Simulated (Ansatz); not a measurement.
**C$_{2}$H$_{4}$In (SMILES C=[CH][InH+]) (charge +1): density, localisation and related maps**

```tsv
atom	x (Å)	y (Å)	z (Å)
C	-0.8052	-0.3620	0.6176
C	-0.3947	-1.3296	-0.2120
In	0.4332	1.2132	1.1751
H	-1.8169	-0.3598	1.0399
H	-1.0796	-2.1432	-0.4811
H	1.4408	2.4807	1.6191
H	0.6020	-1.3812	-0.6617
```

Geometry: PBE0-D3(BJ)/def2-SVP; core potentials replace the inner electrons of In.

Theory: isolated molecule in a Gaussian basis; Kohn-Sham density functional theory, functional PBE0 in Ansatz.

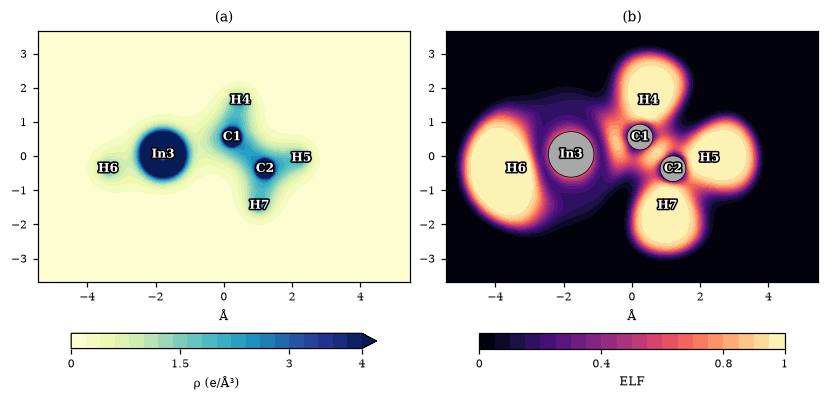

Figure 1. (a) electron density; (b) electron localisation function on the molecular plane. Grey discs cover the atomic cores in the ELF map.

**Describe what can be read from this map.**

The section cuts through C, In and H sites. C–C (1.34 Å): ρ is about 2.3 e/Å³ halfway; the ELF peaks at about 0.95 between the atoms (a multiple bond). C–In (2.08 Å): the density is about 0.8 e/Å³ at the midpoint; the ELF peaks at about 0.85 in the valence shell of C, 0.7 Å from its nucleus, and drops to about 0.25 between the two atoms. C–H (1.09 Å): the density is about 2 e/Å³ at the midpoint; the ELF climbs to about 1 towards the hydrogen, as it does in any bond to H (an ordinary covalent bond to hydrogen). In–H (1.68 Å): ρ at the midpoint is about 1.4 e/Å³; the ELF climbs to about 1 towards the hydrogen.

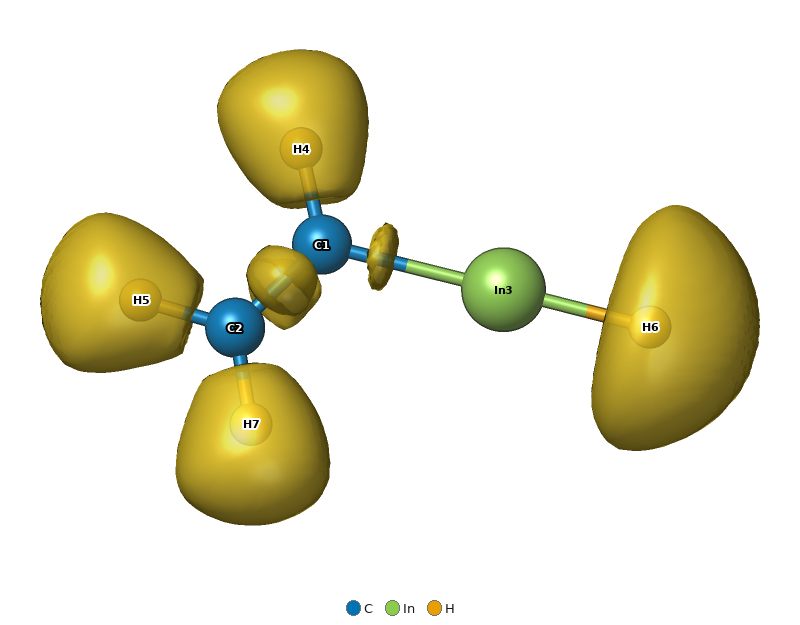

Figure 2. Isosurface of the ELF at 0.8 (yellow), seen across its widest extent. Only the valence region is drawn (cores and ρ < 0.01 e/Å³ removed).

**What do the ELF domains correspond to?**

The ELF exceeds this value in one region between bonded C–C atoms (shared pairs), four regions around hydrogen nuclei and one lobe of the valence shell of C pointing towards In (polar bonds).

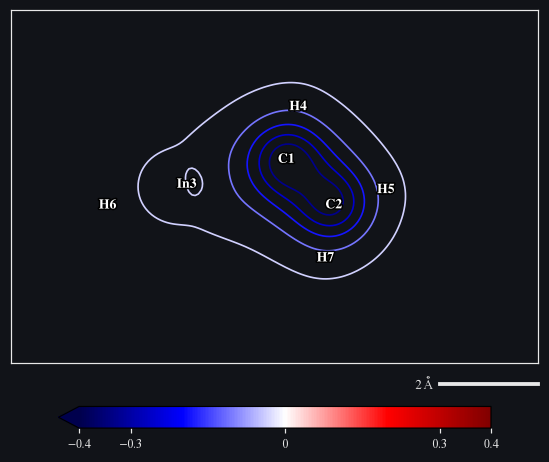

Figure 3. The HOMO on a plane 0.8 Å above the molecular plane (values in Å⁻³ᐟ²; the overall sign is arbitrary).

**Describe this orbital and give its energy.**

It lies mainly on C1 (about 45 %), C2 (about 40 %) and In3 (about 10 %); it changes sign across the molecular plane (π type); π-bonding across C1–C2. Its energy is −13.30 eV.
